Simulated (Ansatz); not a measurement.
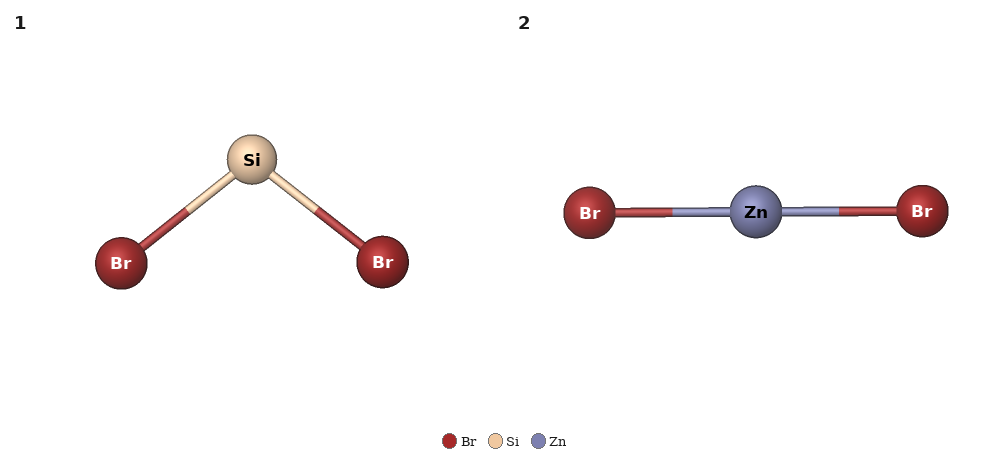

2 molecules with one skeleton, seen from the same side and at one scale. Each species is neutral and a spin singlet. Computed geometries: PBE0-D4/def2-TZVP optimisations, one conformation each. Properties computed with Ansatz 0.2.0.

One atom differs, called X below: Si in panel 1, Zn in panel 2. Their formulas are SiBr2 (`Br[Si]Br`), ZnBr2 (`[Br][Zn][Br]`).

**In which is the angle Br–X–Br larger (PBE0-D4/def2-TZVP)?**

In panel 2 (X = Zn).

**In which is the dipole moment larger (B3LYP-D4/def2-TZVPP)?**

In panel 1 (X = Si).

Give the values. With PBE0-D4/def2-TZVP: mean length of X–Br (Å), angle Br–X–Br (°). With PBE0-D4/def2-SVP: HOMO energy (Kohn–Sham orbital) (eV), HOMO–LUMO gap (eV). With B3LYP-D4/def2-TZVPP: dipole moment (D).

```csv
quantity,1 (Si),2 (Zn),2 − 1
mean length of X–Br (Å),2.249,2.225,−0.024
angle Br–X–Br (°),101.9,179.9,+78.0
HOMO energy (Kohn–Sham orbital) (eV),−7.50,−8.35,−0.85
HOMO–LUMO gap (eV),4.42,6.75,+2.33
dipole moment (D),0.96,0.00,−0.96
```
